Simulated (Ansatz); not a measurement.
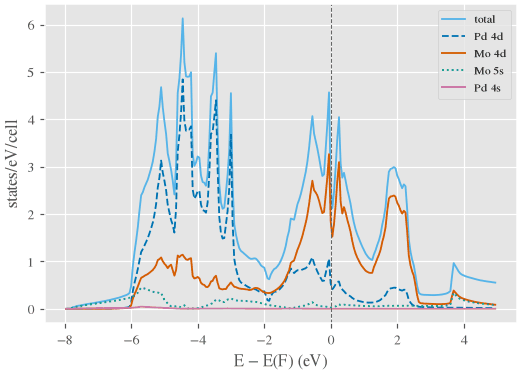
Total and projected density of states of MoPd (CsCl type, space group No. 221), plane-wave PAW r²SCAN (Ansatz code)

### Question
Which orbitals carry the states next to the Fermi level?

### Answer
Within 0.5 eV of the Fermi level: Mo 4d 72 %, Pd 4d 19 %, outside the projected shells 6 %. Projections are on Löwdin-orthogonalised atomic valence shells; empty p or d shells of many metals are not among them.

### Question
Where is the tallest occupied peak in this window, and what makes it?

### Answer
Near -4.4 eV, about 6.1 states/eV per cell; the largest projected share is Pd 4d.

Space group Pm-3m (CsCl type). The start of the workflow was typed in or built on a structure type; neither database checked (COD, Materials Project) lists it. Whether it is the stable phase at ambient conditions was not checked. Symmetry was held in the r²SCAN relaxation. At this level the phase is mechanically unstable. No spin polarisation was allowed. Its formation energy is positive at this level, so the cell may be metastable or incomplete. Scalar-relativistic: spin–orbit coupling is off unless named, which matters more the heavier the elements.

Potentials: the earlier of the program's two PAW sets.
